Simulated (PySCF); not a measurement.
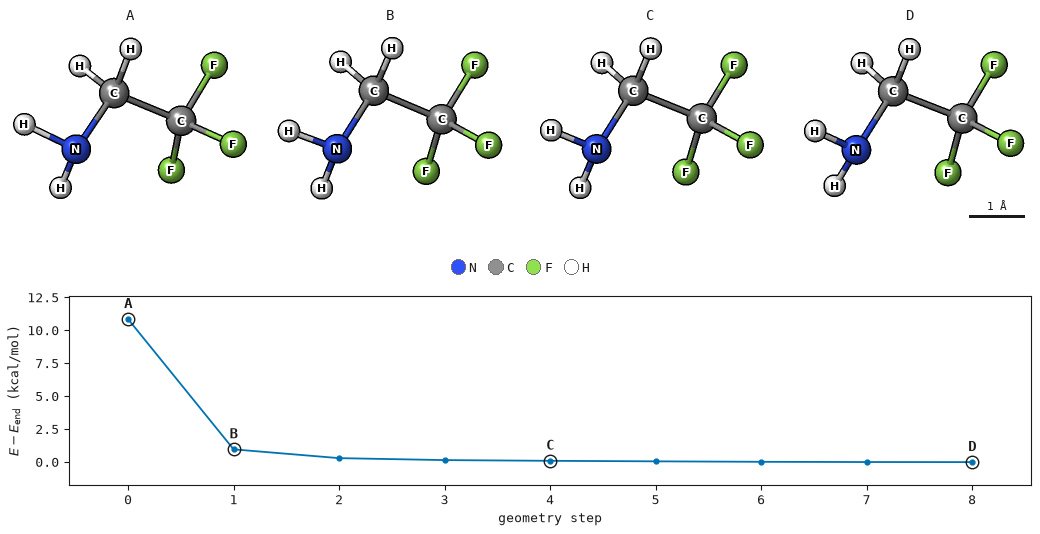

Frames of a relaxation of C$_{2}$H$_{4}$F$_{3}$N, marked on the history of the run. Style: ball-and-stick. Shown at a tilt.

The start comes from MMFF94s. Its atoms were then displaced at random by about 0.03 Å.

Computed with PBE0-D3(BJ)/def2-SVP geometry optimisation, gas phase (PySCF 2.14.0, density-fitted response routines). 

What happens along the run?

The largest move after the best rigid fit is that of an H atom, 0.31 Å. Largest moves by element: H 0.31 Å, F 0.14 Å, N 0.08 Å, C 0.06 Å. Some distances before and after: H–N 1.096 → 1.015 Å, C–F 1.395 → 1.338 Å, C–H 1.065 → 1.110 Å, C–H 1.129 → 1.100 Å. Among the angles between lasting bonds that change: F–C–F 100.3° → 107.4°, C–C–F 117.4° → 110.8°, C–N–H 104.9° → 111.2°. The energy falls by 10.9 kcal/mol in 8 geometry steps. The run took 29 s on 1 thread of Arm Neoverse V2 (shared host). From step 0 to 1: an H atom moves most (0.17 Å), energy −9.89 kcal/mol. From step 1 to 4: an H atom moves most (0.05 Å), energy −0.87 kcal/mol. From step 4 to 8: an H atom moves most (0.11 Å), energy −0.10 kcal/mol.

```
step  E − E(0), kcal/mol
   0                0.00
   1               -9.89
   2              -10.55
   3              -10.70
   4              -10.76
   5              -10.80
   6              -10.83
   7              -10.85
   8              -10.85
```
